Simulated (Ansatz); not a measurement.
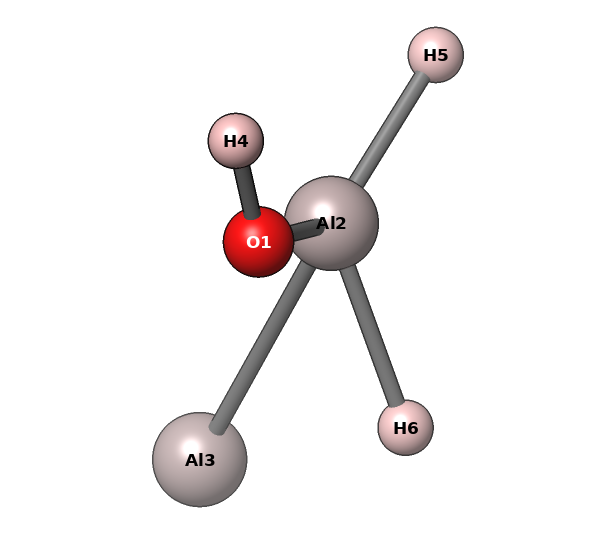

Al2 lies behind O1. The molecule seen a little off the O1–Al2 bond, O1 in front. Depth is shown by fading: the farther an atom, the more it takes the colour of the background. State: neutral, doublet. The computed structure is the end point of a PBE0-D4/def2-TZVP optimisation. No frequency run is at hand to confirm it as a minimum.

**What is the torsion angle H4–O1–Al2–Al3? The sign is positive where the front bond must turn clockwise to cover the back bond.**

−143°, anticlinal.
